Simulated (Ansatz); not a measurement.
# Calculations on BSiH7

**1. Relaxation**

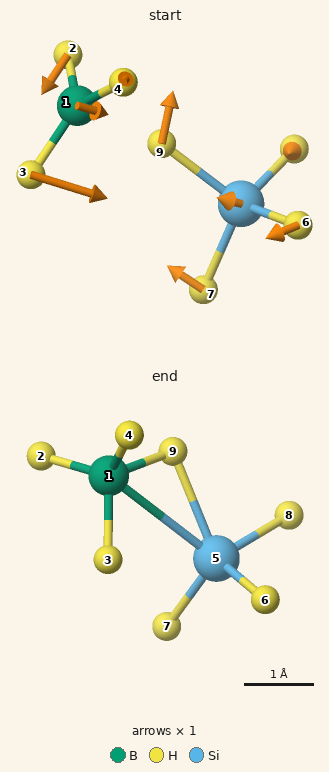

The structure of BSiH$_{7}$ before (top) and after (bottom) a relaxation, at one scale. The orange arrows give the displacements, at their true length.

The picture is a ball-and-stick view, seen from a free direction.

The run prepares an end point of a later path (reaction) calculation, from a guessed geometry.

Method: RKS r2SCAN-D4/def2-SVP (Ansatz 0.2.0). Set-up: no spin polarisation; force threshold 0.03 eV/Å; at most 50 steps.

### Summarise the run.

The atom that moves furthest after the best rigid fit is H3 (1.18 Å). Largest moves by element: H 1.18 Å, B 0.57 Å, Si 0.44 Å. Some distances before and after: H3–Si5 3.439 → 1.931 Å, B1–Si5 3.130 → 2.168 Å, B1–H9 1.720 → 1.286 Å, Si5–H9 1.494 → 1.678 Å. New bonds form, among them: B1–H9 (1.72 → 1.29 Å), B1–Si5 (3.13 → 2.17 Å). Among the angles between lasting bonds that change: H8–Si5–H9 105.1° → 84.8°, H2–B1–H3 119.9° → 108.6°, H6–Si5–H9 109.9° → 120.4°. Over 16 geometry steps the energy falls by 11.9 kcal/mol. The largest force component goes from 0.48 to 0.023 eV/Å.

**2. Relaxation**

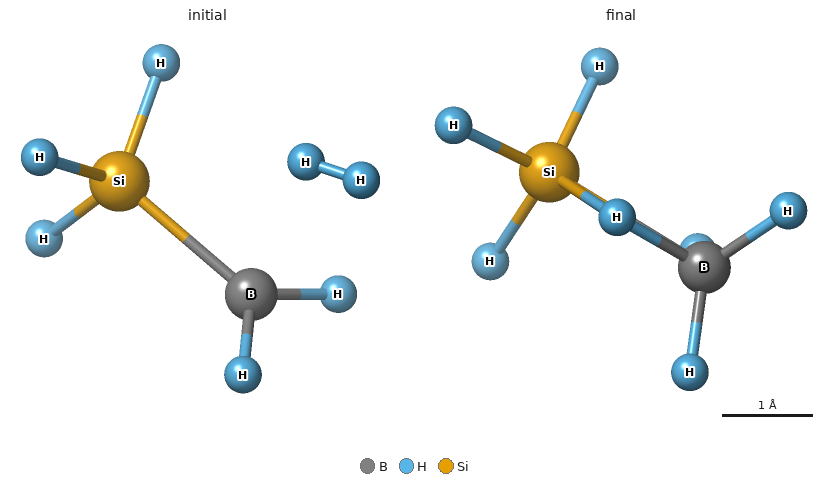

The structure of BSiH₇ before (left) and after (right) a relaxation, at one scale.

The picture is a ball-and-stick view, seen at a tilt.

The run prepares an end point of a later path (reaction) calculation, from a guessed geometry.

All numbers below come from RKS r2SCAN-D4/def2-SVP in Ansatz.

Input file:
```yaml
crystal:
  periodic: [false, false, false]
  atoms:
    - { symbol: B, position_ang: [-0.112579, -0.49882, -0.11503] }
    - { symbol: H, position_ang: [0.358277, 0.662032, 1.912921] }
    - { symbol: H, position_ang: [0.79766, 0.092462, -0.643775] }
    - { symbol: H, position_ang: [-1.20511, 0.019107, -0.137433] }
    - { symbol: Si, position_ang: [0.052007, -2.355178, 0.523376] }
    - { symbol: H, position_ang: [-0.299967, -3.230703, -0.646211] }
    - { symbol: H, position_ang: [1.427509, -2.732482, 0.975759] }
    - { symbol: H, position_ang: [-0.901512, -2.690693, 1.627833] }
    - { symbol: H, position_ang: [0.359416, -0.055525, 1.832361] }
basis:
  gaussian: { orbitals: def2-SVP }
hamiltonian:
  xc: r2scan
  dispersion: d4
relax:
  f_tol: 0.03
  max_steps: 50
output:
  orbitals: {}
```

Command:
```bash
ansatz run input.yaml --threads 1 --pin off --max-ram 2048MiB --backend cpu --events-out ev --progress --plain --runs-dir out
```

> Describe what moved and what it gained.

The largest move after the best rigid fit is that of H9, 1.31 Å. Largest moves by element: H 1.31 Å, B 0.75 Å, Si 0.24 Å. Some distances before and after: H2–H9 0.722 → 1.921 Å, B1–H2 2.384 → 1.208 Å, Si5–H9 2.664 → 1.674 Å, H4–Si5 2.767 → 1.931 Å. New bonds form, among them: B1–H2 (2.38 → 1.21 Å), B1–H9 (2.05 → 1.29 Å), Si5–H9 (2.66 → 1.67 Å). Bonds break, among them: H2–H9 (0.72 → 1.92 Å). Among the angles between lasting bonds that change: H4–B1–Si5 119.0° → 62.1°, B1–Si5–H8 113.4° → 104.9°, H3–B1–H4 117.6° → 109.7°. Over 26 accepted moves (29 points after the start) the energy falls by 1.025 eV. The largest force component goes from 1.7 to 0.02 eV/Å. The line search rejected the trial steps at points 5, 16, 22 of the run. The forces were under the threshold at step 23, but the run went on from there.

**3. Path**

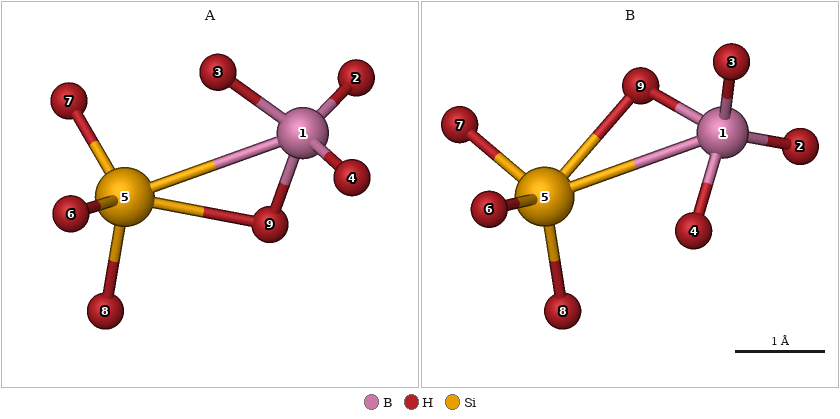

The two relaxed end points of a path for BSiH₇. The picture is a ball-and-stick view, seen from a free direction.

Computed with RKS r2SCAN-D4/def2-SVP in Ansatz.

Settings: 7 movable images; climbing image; force threshold 0.05 eV/Å; iteration limit 60.

Start:
```xyz
9

B    -0.1111   -0.0744    0.3538
H     0.5952    0.7487    0.8847
H     0.5744   -0.7311   -0.4362
H    -1.1628    0.2155   -0.1636
Si    0.1961   -2.1768    0.7873
H    -0.4041   -2.8700   -0.3825
H     1.6702   -2.3314    0.8990
H    -0.3985   -2.8102    2.0112
H    -0.4837   -0.7601    1.3760
```

End:
```xyz
9

B     0.0024   -0.0734    0.3030
H    -0.0683    0.7545    1.1798
H     0.3346    0.2064   -0.8239
H    -1.0514   -0.7186    0.2793
Si    0.0868   -2.1754    0.8365
H    -0.3732   -2.8710   -0.3939
H     1.3802   -2.8243    1.2358
H    -0.8332   -2.3126    1.9960
H     0.9977   -0.7755    0.7173
```

**What barrier does the band find between them, and by what path?**

The barrier is about 0.055 eV in both directions, with image 4 at the top; the ends have the same energy. No bond forms or breaks between the ends. Bond angles that change up to the highest image, for instance: H4–B1–Si5 116.2° → 84.0°, H7–Si5–H9 117.6° → 94.5°. The band converged in 19 iterations. The largest component of the band force went from 4.1 to 0.04 eV/Å. The climbing image converged on the top of the path. Its vibrational analysis gives one imaginary mode (208i cm⁻¹), as a transition state must have.

Energies of the converged images:

```
image  path (Å)  E (eV)
    0      0.00   0.000
    1      0.38   0.006
    2      0.76   0.020
    3      1.14   0.043
    4      1.51   0.055
    5      1.90   0.042
    6      2.29   0.020
    7      2.68   0.006
    8      3.07   0.000
```

The geometry at the top of the path:

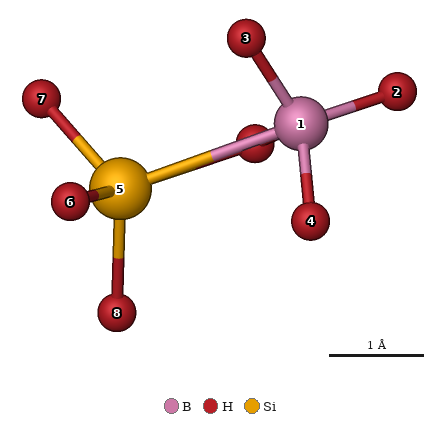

The run took 110 s on 1 thread of AMD EPYC 9R45 96-Core Processor (Zen 5), with other jobs on the host, peak memory 0.14 GiB.
